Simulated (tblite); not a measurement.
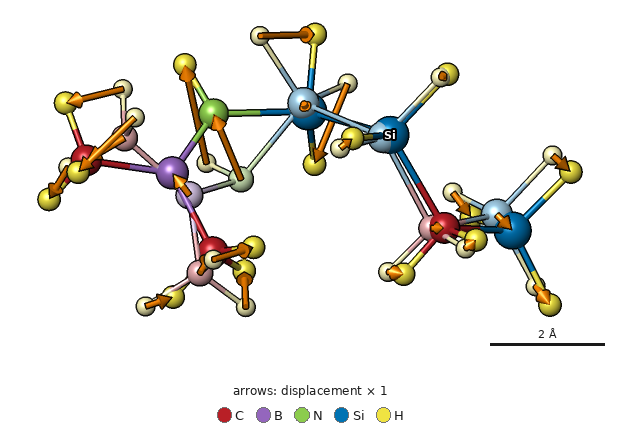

A relaxation of C₃H₁₆BNSi₃. The starting structure is drawn faded, the final one solid; orange arrows show the displacements, at their true length. The two geometries are superimposed by the best rigid fit.

A ball-and-stick model, seen at a tilt.

Computed with tblite 0.8.0, GFN2-xTB geometry optimisation, gas phase. 

Atoms of which element are displaced furthest, and by how much?

Hydrogen: up to 2.24 Å, against 1.45 Å for nitrogen.

What did the optimiser do to the structure, and how much energy did it gain?

An H atom moves most after the best rigid fit: 2.24 Å. Largest moves by element: H 2.24 Å, N 1.45 Å, C 0.79 Å, B 0.51 Å, Si 0.41 Å. Near-neighbour distances that change, for instance: B–N 1.528 → 1.402 Å, Si–Si 2.233 → 2.311 Å, C–Si 1.869 → 1.908 Å, C–H 1.123 → 1.087 Å. Bond angles that change, for instance: B–N–Si 109.5° → 129.9°, B–N–H 107.4° → 115.6°, N–Si–H 110.3° → 102.7°. Groups turn about Si–Si by about 60°, B–C by about 45°. The energy falls by 25.8 kcal/mol in 220 geometry steps.
